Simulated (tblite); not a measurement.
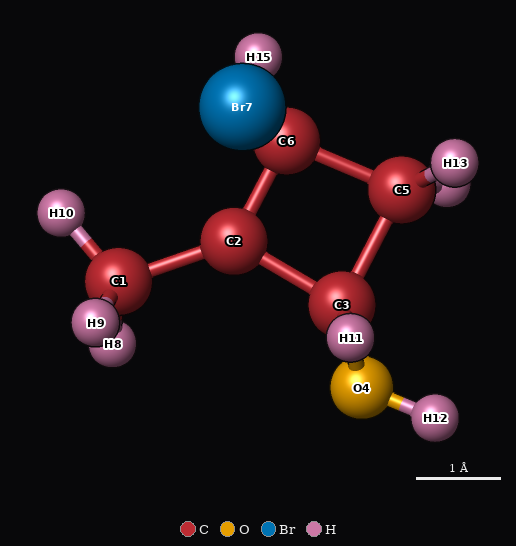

Figure 1. The structure (ball-and-stick view, seen at a tilt; atoms are numbered from 1 in the order of the input). Sticks are drawn by distance; a stretched bond gets none, so the picture shows separate pieces. Bond lengths as drawn: C–C 1.36 to 1.56 Å, C–H 1.07 to 1.10 Å, C–O 1.40 Å and H–O 0.96 Å.

C5H8BrO: frequency calculation

The run: frequency calculation of C5H8BrO, multiplicity 2. Method and program: GFN2-xTB harmonic vibrations, gas phase (tblite 0.8.0).

It belongs to a series of runs on one base structure; here: H removed from sp3 C.

### Log
```
mode    cm-1     km/mol
  1      50.3      1.74
  2      62.5      2.25
  3      88.4      5.47
  4     104.9      0.93
  5     188.7     22.05
  6     215.0      1.34
  7     277.2    115.56
  8     312.2     32.40
  9     414.3      5.79
 10     545.8      2.86
 11     670.6      1.97
 12     793.1     15.48
 13     828.8     11.25
 14     920.9      0.71
 15     972.0     10.92
 16     982.9     16.08
 17     987.3      7.06
 18    1004.2     23.45
 19    1064.3      0.68
 20    1130.4     82.51
 21    1156.6     29.49
 22    1181.9      6.02
 23    1211.8    109.93
 24    1225.6     41.84
 25    1269.9      6.92
 26    1335.0      7.42
 27    1374.2     38.20
 28    1428.1     13.37
 29    1430.5     10.60
 30    1443.5     49.86
 31    1619.2    201.19
 32    2871.0     34.83
 33    2988.2      3.35
 34    2994.2     15.80
 35    3006.1      3.11
 36    3009.2     12.94
 37    3050.5     13.15
 38    3127.2      9.92
 39    3552.1     16.04
```

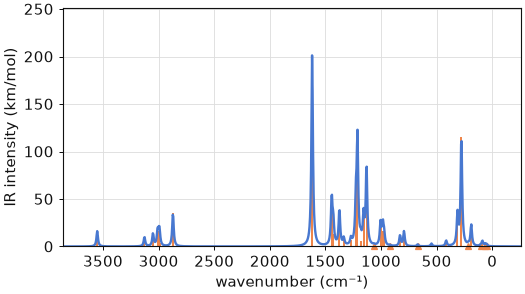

Figure 2. Harmonic infrared spectrum, unscaled: sticks (degenerate modes added up, dark ones marked on the axis) with a Lorentzian envelope of 16 cm⁻¹ full width, scaled to the tallest stick. 39 modes from 50 to 3552 cm⁻¹, none imaginary. The strongest line is at 1619 cm⁻¹ (201 km/mol).

This output came from the following input.

### The input
```
{"job": {"kind": "ir", "xc": "GFN2-xTB", "basis": "xTB"}, "charge": 0, "multiplicity": 2}
C      1.914182    -0.519614    -0.202001
C      0.554832    -0.063898     0.112856
C     -0.776066    -0.449086    -0.497593
O     -1.056939    -1.817464    -0.460413
C     -1.421844     0.462504     0.594247
C     -0.014318     0.806581     0.985679
Br     0.520794     2.931557    -0.747529
H      1.954940    -1.606940    -0.128919
H      2.163845    -0.256890    -1.230862
H      2.641756    -0.071589     0.469294
H     -0.902686    -0.041860    -1.509721
H     -1.954042    -1.964894    -0.777456
H     -2.046313     1.278702     0.237546
H     -1.954552    -0.103141     1.357731
H      0.371996     1.424022     1.775230
```

The first line tells a small driver script what to run in tblite; the rest is the geometry in Å.

Launched with:
```bash
OMP_NUM_THREADS=1 python <driver script> task.json out
```

### Results in brief

| quantity | value |
| --- | --- |
| outcome | converged |
| total energy | −621.9129 eV |
| zero-point energy | 72.7490 kcal/mol |
| hardware | 1 CPU thread, shared host |
| peak memory | 0.17 GiB |
